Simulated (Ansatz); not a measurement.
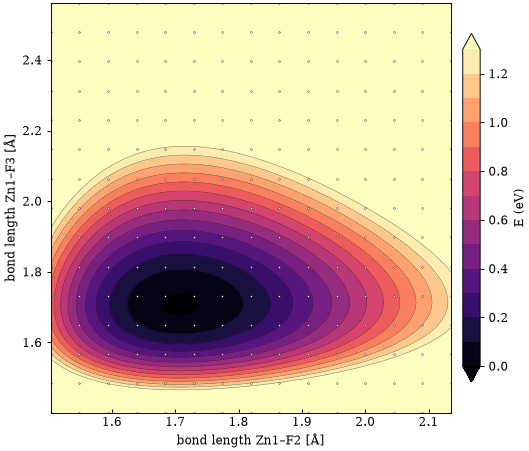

ZnF2. First axis: bond length Zn1–F2. Second axis: bond length Zn1–F3. Nothing is relaxed (all other coordinates rigid). The grid has 15 × 15 points. Points are written as (first, second). Energies: eV, counted from the lowest grid point. The reference is spin-restricted, which grows unreliable where a bond is stretched far. All numbers below come from RKS SPW92 (LDA)/def2-TZVP (Ansatz).

In the figure: filled contours, dots at the grid points, one colour for all values above the top of the scale. Between grid points the surface is interpolated.

Q: Where is the minimum, and how stiff is the well along each coordinate?

A: The interpolated minimum is at bond length Zn1–F2 ≈ 1.708 Å, bond length Zn1–F3 ≈ 1.708 Å. The curvatures there are about 27 eV/Å² and 27 eV/Å², with a cross term of about 0 eV/Å². Round the minimum the contours are nearly round: the two directions are equally stiff and uncoupled.
